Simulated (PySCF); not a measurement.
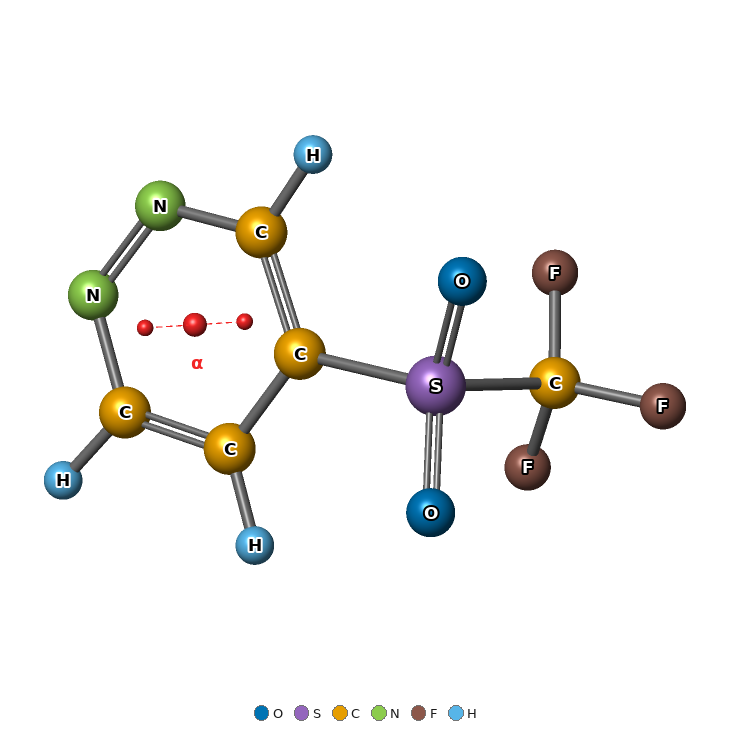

The small points mark where nucleus-independent chemical shifts (NICS) were computed: at the centre of each lettered ring and 1 Å above and below it. The computed structure is the end point of a PBE0-D3(BJ)/def2-SVP optimisation. No frequency run is at hand to confirm it as a minimum. Properties computed with GIAO PBE0/pcSseg-1 NMR shielding, non-relativistic, IEF-PCM cyclohexane (PySCF 2.14.0).

Give NICS(0), NICS(1) and the out-of-plane component NICS(1)zz for each ring (means of the two sides).

```
ring  members  NICS(0)  NICS(1)  NICS(1)zz
   α     C4N2     −6.8    −11.8      −28.6
```

Values in ppm.

What do the values say about the ring currents?

Ring α: diatropic, as in an aromatic ring. NICS is one index among several.
